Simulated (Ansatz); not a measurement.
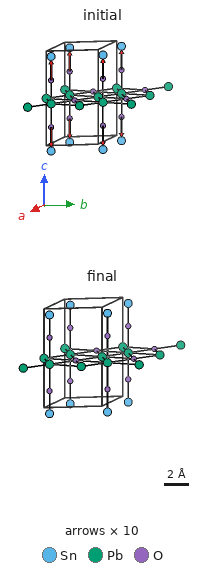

The structure of a crystal of SnPb2O3 (a generated structure, set up in P-6m2) (coarse preliminary run) before (top) and after (bottom) a relaxation, at one scale. The red arrows give the displacements (the part carried along by the change of the cell is left out), 10 times their true length.

A ball-and-stick model of the cell of the calculation, repeated 2 × 2 × 1 with one cell outlined, seen slightly off an axis.

Level of theory: DFT PBE, scalar-relativistic, plane waves, PAW in Ansatz 0.2.0. Settings: plane-wave cutoff 420 eV; k-point mesh 6 × 6 × 2; occupations gaussian; smearing width 0.1 eV; no spin polarisation; cell and atoms relaxed; force threshold 0.04 eV/Å; at most 70 steps.

Describe what moved and what it gained.

The largest moves relative to the cell, 0.18 Å, are those of O atoms. Pb and Sn stay in place. The volume changes by +30.7 %, with a = b 4.499 → 5.031 Å (+11.8 %), c 8.228 → 8.598 Å (+4.5 %). Among the contacts that change: O–Pb 2.598 → 2.905 Å, Pb–Pb 2.598 → 2.905 Å, O–Pb 2.045 → 2.319 Å, O–Sn 2.070 → 1.980 Å. The space group stays P-6m2 (No. 187). After 6 accepted moves (8 points after the start) the energy has fallen by 2.050 eV per cell of the calculation. Largest force component: 2.7 eV/Å at the start, 0.0099 eV/Å at the end. The pressure goes from 15.00 to 0.03 GPa. At 2 points the geometry stayed and the basis and grid were re-selected for the new cell (energy shift of 0.192 eV per cell of the calculation at most each time). Cost: 2.4 min on 1 thread of Intel(R) Xeon(R) Processor @ 2.50GHz (Skylake/Cascade Lake) (shared host), peak memory 0.46 GiB.

Limits of the set-up: the k-point mesh is coarse for a cell with partly filled bands.
